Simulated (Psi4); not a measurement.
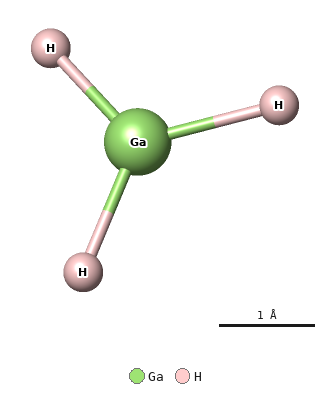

The input geometry (ball-and-stick view, seen at a tilt). Sticks mark near contacts.

## GaH3: single-point calculation

- system: GaH3, multiplicity 3
- method: CAM-B3LYP/def2-TZVPPD, UKS (Psi4 1.11)

The geometry is that of the parent species in another charge or spin state. The geometry comes from this level: PBE0-D4/def2-TZVP.

**Output**
```
Psi4 1.11 release

   => Loading Basis Set <=

    Name: DEF2-TZVPPD
    Role: ORBITAL
    Keyword: BASIS

         ---------------------------------------------------------
                                   SCF
                              UKS Reference
                        1 Threads,   2098 MiB Core
         ---------------------------------------------------------

  ==> Geometry <==

    Molecular point group: c1
    Full point group: C1

    Geometry (in Bohr), charge = 0, multiplicity = 3:

       Center              X                  Y                   Z               Mass
    ------------   -----------------  -----------------  -----------------  -----------------
         GA          -0.000044999598     0.000015882244     0.000050293585    68.925573500000
         H            2.341325670402     0.677860642244     1.686252913585     1.007825032230
         H           -1.068685119598    -2.764464467756    -0.009587306415     1.007825032230
         H           -1.269563009598     2.085517632244    -1.680105206415     1.007825032230

  Running in c1 symmetry.

  Rotational constants: A =      4.53335  B =      4.53309  C =      2.26661 [cm^-1]
  Rotational constants: A = 135906.45343  B = 135898.64251  C =  67951.31418 [MHz]
  Nuclear repulsion =   31.962558418829840

  Charge       = 0
  Multiplicity = 3
  Electrons    = 34
  Nalpha       = 18
  Nbeta        = 16

  ==> Algorithm <==

  SCF Algorithm Type is PK.
  DIIS enabled.
  MOM disabled.
  Fractional occupation disabled.
  Guess Type is SAD.
  Energy threshold   = 1.00e-09
  Density threshold  = 1.00e-08
  Integral threshold = 1.00e-12

  ==> Primary Basis <==

  Basis Set: DEF2-TZVPPD
    Blend: DEF2-TZVPPD
    Number of shells: 39
    Number of basis functions: 105
    Number of Cartesian functions: 116
    Spherical Harmonics?: true
    Max angular momentum: 3

  ==> DFT Potential <==

   => LibXC <=

    Version 7.1.2

   => Composite Functional: CAM-B3LYP <=

    CAM-B3LYP Hyb-GGA Exchange-Correlation Functional

    Deriv               =              1
    GGA                 =           TRUE
    Meta                =          FALSE

    Exchange Hybrid     =           TRUE
    MP2 Hybrid          =          FALSE

   => Exchange Functionals <=

    0.3500         Becke 88 [omega = 0.3300]
    0.4600   Short-range recipe for B88 functional - erf [omega = 0.3300]

   => Exact (HF) Exchange <=

    0.4600            HF,LR [omega = 0.3300]
    0.1900               HF

   => Correlation Functionals <=

    0.1900   Vosko, Wilk & Nusair (VWN5)
    0.8100   Lee, Yang & Parr

   => LibXC Density Thresholds  <==

    XC_HYB_GGA_XC_CAM_B3LYP:  1.00E-14

   => Molecular Quadrature <=

    Radial Scheme          =       TREUTLER
    Pruning Scheme         =           NONE
    Nuclear Scheme         =       TREUTLER

    Blocking Scheme        =         OCTREE
    BS radius alpha        =              1
    Pruning alpha          =              1
    Radial Points          =             99
    Spherical Points       =            590
    Total Points           =         226010
    Total Blocks           =           1693
    Max Points             =            256
    Max Functions          =            105
    Weights Tolerance      =       1.00E-15

  ==> Integral Setup <==

  Using in-core PK algorithm.
   Calculation information:
      Number of atoms:                   4
      Number of AO shells:              39
      Number of primitives:             67
      Number of atomic orbitals:       116
      Number of basis functions:       105

      Integral cutoff                 1.00e-12
      Number of threads:                 1

  Performing in-core PK
  Using 46462185 doubles for integral storage.
  We computed 304291 shell quartets total.
  Whereas there are 304590 unique shell quartets.

  Computing range-separated integrals for PK
  We computed 304291 wK shell quartets total.
  Whereas there are 304590 wK unique shell quartets.

  ==> DiskJK: Disk-Based J/K Matrices <==

    J tasked:                  Yes
    K tasked:                  Yes
    wK tasked:                 Yes
    Omega:               3.300E-01
    Memory [MiB]:              965
    Schwarz Cutoff:          1E-12

  Cached 100.0% of DFT collocation blocks in 0.594 [GiB].

  Minimum eigenvalue in the overlap matrix is 3.8556173663E-04.
  Reciprocal condition number of the overlap matrix is 6.4215349940E-05.
    Using symmetric orthogonalization.

  ==> Pre-Iterations <==

  SCF Guess: Superposition of Atomic Densities via on-the-fly atomic UHF (no occupation information).

   -------------------------
    Irrep   Nso     Nmo
   -------------------------
     A        105     105
   -------------------------
    Total     105     105
   -------------------------

  ==> Iterations <==

                        Total Energy        Delta E     RMS |[F,P]|

   @UKS iter SAD: -1923.21663331957575   -1.92322e+03   0.00000e+00
   @UKS iter   1: -1924.38773652595046   -1.17110e+00   3.21856e-02 DIIS/ADIIS
   @UKS iter   2: -1871.38556705375663    5.30022e+01   9.42952e-02 DIIS/ADIIS
   @UKS iter   3: -1924.86015628339237   -5.34746e+01   3.34298e-02 DIIS/ADIIS
   @UKS iter   4: -1926.53635974527765   -1.67620e+00   3.12390e-03 DIIS/ADIIS
   @UKS iter   5: -1926.55462551647452   -1.82658e-02   1.86071e-04 DIIS/ADIIS
   @UKS iter   6: -1926.55511308606401   -4.87570e-04   9.49266e-05 DIIS
   @UKS iter   7: -1926.55521860641693   -1.05520e-04   2.54401e-05 DIIS
   @UKS iter   8: -1926.55523980606335   -2.11996e-05   1.05194e-05 DIIS
   @UKS iter   9: -1926.55524336162603   -3.55556e-06   5.48163e-06 DIIS
   @UKS iter  10: -1926.55524510617602   -1.74455e-06   3.63884e-06 DIIS
   @UKS iter  11: -1926.55524659291177   -1.48674e-06   3.65497e-06 DIIS
   @UKS iter  12: -1926.55524740571059   -8.12799e-07   3.65342e-06 DIIS
   @UKS iter  13: -1926.55524737455630    3.11543e-08   3.65218e-06 DIIS
   @UKS iter  14: -1926.55524367518296    3.69937e-06   3.51807e-06 DIIS
   @UKS iter  15: -1926.55519533750930    4.83377e-05   2.61027e-05 DIIS
   @UKS iter  16: -1926.55519367878742    1.65872e-06   2.83336e-05 DIIS
   @UKS iter  17: -1926.55519794570955   -4.26692e-06   2.19709e-05 DIIS
   @UKS iter  18: -1926.55520198550312   -4.03979e-06   1.09641e-05 DIIS
   @UKS iter  19: -1926.55520296937289   -9.83870e-07   4.76329e-06 DIIS
   @UKS iter  20: -1926.55520325563111   -2.86258e-07   1.31782e-06 DIIS
   @UKS iter  21: -1926.55520324270719    1.29239e-08   8.29548e-07 DIIS
   @UKS iter  22: -1926.55520325080670   -8.09951e-09   2.70466e-07 DIIS
   @UKS iter  23: -1926.55520325126577   -4.59067e-10   5.44442e-08 DIIS
   @UKS iter  24: -1926.55520325129692   -3.11502e-11   4.97521e-09 DIIS
  Energy and wave function converged.

  ==> Post-Iterations <==

   Electrons on quadrature grid:
      Nalpha   =   17.9999999101 ; deviation = -8.987e-08
      Nbeta    =   15.9999999589 ; deviation = -4.108e-08
      Ntotal   =   33.9999998691 ; deviation = -1.309e-07

   @Spin Contamination Metric:   6.684100539E-03
   @S^2 Expected:                2.000000000E+00
   @S^2 Observed:                2.006684101E+00
   @S   Expected:                1.000000000E+00
   @S   Observed:                1.000000000E+00

    Orbital Energies [Eh]
    ---------------------

    Alpha Occupied:

       1A   -372.637072     2A    -45.998057     3A    -40.752624
       4A    -40.751729     5A    -40.749830     6A     -5.583340
       7A     -3.872446     8A     -3.866486     9A     -3.863508
      10A     -0.930018    11A     -0.923569    12A     -0.921283
      13A     -0.917116    14A     -0.913796    15A     -0.598811
      16A     -0.458852    17A     -0.396139    18A     -0.191044

    Alpha Virtual:

      19A      0.020417    20A      0.036307    21A      0.058414
      22A      0.066906    23A      0.085130    24A      0.090923
      25A      0.104034    26A      0.119140    27A      0.136640
      28A      0.183437    29A      0.183765    30A      0.218191
      31A      0.234334    32A      0.248291    33A      0.256323
      34A      0.257288    35A      0.296369    36A      0.297964
      37A      0.303763    38A      0.343451    39A      0.345237
      40A      0.348613    41A      0.414304    42A      0.422895
      43A      0.427178    44A      0.502096    45A      0.525120
      46A      0.598865    47A      0.632625    48A      0.647308
      49A      0.796590    50A      0.810212    51A      0.852103
      52A      0.904311    53A      0.919067    54A      0.931619
      55A      1.011244    56A      1.014082    57A      1.014692
      58A      1.087434    59A      1.108945    60A      1.161475
      61A      1.179152    62A      1.218650    63A      1.244855
      64A      1.266288    65A      1.285776    66A      1.404293
      67A      1.555681    68A      1.571826    69A      1.604300
      70A      2.393859    71A      2.398394    72A      2.411589
      73A      2.459177    74A      2.459386    75A      2.695166
      76A      2.808588    77A      2.823246    78A      3.158974
      79A      3.202171    80A      3.204031    81A      3.282231
      82A      3.304010    83A      3.337048    84A      3.343516
      85A      3.477412    86A      3.515243    87A      3.532870
      88A      3.623357    89A      3.657485    90A      3.756925
      91A      3.764003    92A      3.845088    93A      3.871044
      94A      3.903271    95A      3.904860    96A      3.914712
      97A      4.017954    98A      4.031368    99A      4.044460
     100A      4.080342   101A      4.317101   102A      4.424848
     103A      4.621542   104A      4.685388   105A      5.966749

    Beta Occupied:

       1A   -372.635820     2A    -45.997284     3A    -40.750847
       4A    -40.749851     5A    -40.749162     6A     -5.581039
       7A     -3.868820     8A     -3.862792     9A     -3.862168
      10A     -0.921243    11A     -0.920933    12A     -0.916731
      13A     -0.913715    14A     -0.910702    15A     -0.513964
      16A     -0.364916

    Beta Virtual:

      17A     -0.222922    18A     -0.017312    19A      0.023779
      20A      0.061484    21A      0.067037    22A      0.070387
      23A      0.088634    24A      0.091443    25A      0.109072
      26A      0.118053    27A      0.146847    28A      0.190722
      29A      0.195703    30A      0.232530    31A      0.247836
      32A      0.249568    33A      0.262775    34A      0.268750
      35A      0.297486    36A      0.298921    37A      0.318837
      38A      0.350553    39A      0.353554    40A      0.353654
      41A      0.424719    42A      0.428151    43A      0.438259
      44A      0.515999    45A      0.528309    46A      0.624212
      47A      0.652968    48A      0.659515    49A      0.822798
      50A      0.846735    51A      0.868372    52A      0.931095
      53A      0.937271    54A      0.944466    55A      1.030551
      56A      1.031091    57A      1.036274    58A      1.119292
      59A      1.129218    60A      1.182237    61A      1.195605
      62A      1.247237    63A      1.262619    64A      1.289104
      65A      1.304957    66A      1.423598    67A      1.570818
      68A      1.600894    69A      1.618910    70A      2.412245
      71A      2.412559    72A      2.421902    73A      2.466681
      74A      2.470031    75A      2.805792    76A      2.835399
      77A      2.845313    78A      3.213650    79A      3.218491
      80A      3.271561    81A      3.305473    82A      3.340778
      83A      3.363343    84A      3.370854    85A      3.531904
      86A      3.557252    87A      3.575097    88A      3.660315
      89A      3.682191    90A      3.813777    91A      3.824439
      92A      3.868766    93A      3.883873    94A      3.934349
      95A      3.942856    96A      3.994453    97A      4.046710
      98A      4.066384    99A      4.084244   100A      4.104853
     101A      4.363388   102A      4.457122   103A      4.674626
     104A      4.703766   105A      5.979374

    Final Occupation by Irrep:
              A
    DOCC [    16 ]
    SOCC [     2 ]
    NA   [    18 ]
    NB   [    16 ]

  @UKS Final Energy: -1926.55520325129692

   => Energetics <=

    Nuclear Repulsion Energy =             31.9625584188298397
    One-Electron Energy =               -2748.3026716745716840
    Two-Electron Energy =                 849.0443056638187045
    DFT Exchange-Correlation Energy =     -59.2593956593736380
    Empirical Dispersion Energy =           0.0000000000000000
    VV10 Nonlocal Energy =                  0.0000000000000000
    Total Energy =                      -1926.5552032512969163

  UHF NO Occupations:
  HONO-2 :   16  A 1.9975758
  HONO-1 :   17  A 1.0000000
  HONO-0 :   18  A 1.0000000
  LUNO+0 :   19  A 0.0024242
  LUNO+1 :   20  A 0.0007699
  LUNO+2 :   21  A 0.0000795
  LUNO+3 :   22  A 0.0000400

Computation Completed

Properties will be evaluated at   0.000000,   0.000000,   0.000000 [a0]

Properties computed using the SCF density matrix

 Multipole Moments:

 ------------------------------------------------------------------------------------
     Multipole            Electronic (a.u.)      Nuclear  (a.u.)        Total (a.u.)
 ------------------------------------------------------------------------------------

 L = 1.  Multiply by 2.5417464519 to convert [e a0] to [Debye]
 Dipole X            :          0.3996280            0.0016826            0.4013105
 Dipole Y            :          0.1163225           -0.0005938            0.1157287
 Dipole Z            :          0.2892722           -0.0018805            0.2873917
 Magnitude           :                                                    0.5069884

 L = 2.  Multiply by 1.3450342976 to convert [e a0^2] to [Debye ang]
 Quadrupole XX       :        -22.4784096            8.2356841          -14.2427255
 Quadrupole XY       :         -1.0431296            1.8937385            0.8506089
 Quadrupole XZ       :         -3.7929240            6.0913124            2.2983884
 Quadrupole YY       :        -28.0433090           12.4511426          -15.5921664
 Quadrupole YZ       :          2.4602494           -2.3343408            0.1259086
 Quadrupole ZZ       :        -21.2474406            5.6662944          -15.5811462
 Traceless XX        :          1.4446435           -0.5486896            0.8959539
 Traceless YY        :         -4.1202559            3.6667689           -0.4534870
 Traceless ZZ        :          2.6756124           -3.1180793           -0.4424669

 ------------------------------------------------------------------------------------
  Lowdin Charges: (a.u.)
   Center  Symbol    Alpha    Beta     Spin     Total
       1    GA    15.76758 14.75909  1.00849  0.47333
       2     H     0.81791  0.25468  0.56323 -0.07259
       3     H     0.70723  0.49313  0.21410 -0.20037
       4     H     0.70727  0.49309  0.21418 -0.20037

  Total alpha = 18.00000, Total beta = 16.00000, Total charge =  0.00000

  Mayer Bond Indices:

  Total Bond Index:
  Irrep: 1 Size: 4 x 4

                 1                   2                   3                   4

    1     0.00000000000000     0.65675556087775     0.89581906827370     0.89577782100015
    2     0.65675556087775     0.00000000000000     0.04895323352246     0.04898002621204
    3     0.89581906827370     0.04895323352246     0.00000000000000     0.07537309564202
    4     0.89577782100015     0.04898002621204     0.07537309564202     0.00000000000000

  Alpha Contribution:
  Irrep: 1 Size: 4 x 4

                 1                   2                   3                   4

    1     0.00000000000000     0.49563670715744     0.50104875209267     0.50105117388659
    2     0.49563670715744     0.00000000000000     0.01547251099308     0.01547255426626
    3     0.50104875209267     0.01547251099308     0.00000000000000     0.01562492375654
    4     0.50105117388659     0.01547255426626     0.01562492375654     0.00000000000000

  Beta Contribution:
  Irrep: 1 Size: 4 x 4

                 1                   2                   3                   4

    1     0.00000000000000     0.16111885372032     0.39477031618103     0.39472664711356
    2     0.16111885372032     0.00000000000000     0.03348072252939     0.03350747194578
    3     0.39477031618103     0.03348072252939     0.00000000000000     0.05974817188547
    4     0.39472664711356     0.03350747194578     0.05974817188547     0.00000000000000

  Atomic Valences:

 #  #
 Irrep: 1
      1:    2.448352450151600
      2:    0.754688820612255
      3:    1.020145397438178
      4:    1.020130942854202

	total time  =         73 seconds =       1.22 minutes

    Psi4 run time: 0:01:12.86
```

**File result.json**
```
{
 "driver": "energy",
 "model": {
  "method": "cam-b3lyp",
  "basis": "def2-TZVPPD"
 },
 "success": true,
 "return_result": -1926.555203251297,
 "properties": {
  "calcinfo_nbasis": 105,
  "calcinfo_nmo": 105,
  "calcinfo_nalpha": 18,
  "calcinfo_nbeta": 16,
  "calcinfo_natom": 4,
  "nuclear_repulsion_energy": 31.96255841882984,
  "return_energy": -1926.555203251297,
  "scf_one_electron_energy": -2748.3026716745717,
  "scf_two_electron_energy": 849.0443056638187,
  "scf_xc_energy": -59.25939565937364,
  "scf_dipole_moment": [0.40131050966746584, 0.11572866933972949, 0.2873916529384117],
  "scf_total_energy": -1926.555203251297,
  "scf_iterations": 24
 }
}
```

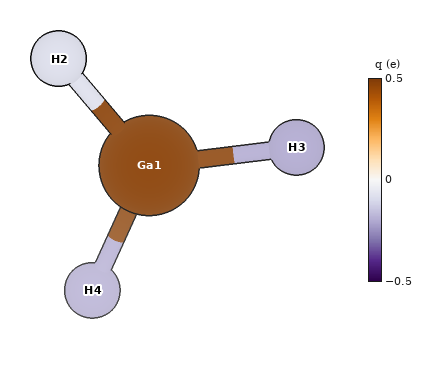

Löwdin charges, as the colour of each atom (ball-and-stick view, seen at a tilt; atoms are numbered from 1 in the order of the input). By element: Ga +0.47 and H −0.20 to −0.07 e.

The run was set up as follows.

**Input file (gah3.json)**
```
{
 "schema_name": "qcschema_input",
 "schema_version": 1,
 "molecule": {
  "schema_name": "qcschema_molecule",
  "schema_version": 2,
  "symbols": ["Ga", "H", "H", "H"],
  "geometry": [0.02532233, -0.02815692, -0.00869274, 2.366693, 0.64968784, 1.67750988, -1.04331779, -2.79263727, -0.01833034, -1.24419568, 2.05734483, -1.68884824],
  "molecular_charge": 0,
  "molecular_multiplicity": 3,
  "fix_symmetry": "c1"
 },
 "driver": "energy",
 "model": {
  "method": "cam-b3lyp",
  "basis": "def2-TZVPPD"
 },
 "keywords": {
  "reference": "uks",
  "puream": true,
  "e_convergence": 1e-09,
  "d_convergence": 1e-08,
  "scf_type": "pk",
  "dft_radial_points": 99,
  "dft_spherical_points": 590,
  "maxiter": 100,
  "scf_properties": ["LOWDIN_CHARGES", "QUADRUPOLE", "MAYER_INDICES"]
 }
}
```

Launch command:
```bash
psi4 --qcschema gah3.json -n 1 --memory 2200MB
```

**Key numbers**

| quantity | value |
| --- | --- |
| outcome | converged |
| total energy | −1926.555203 hartree |
| basis functions | 105 |
| ⟨S²⟩ | 2.007 |
| dipole moment | 1.29 D |
| hardware | 1 thread of Intel Xeon @ 2.50GHz (Skylake/Cascade Lake), 32 GiB of memory available, shared host |
| wall time | 75 s |
| peak memory | 1.2 GiB |
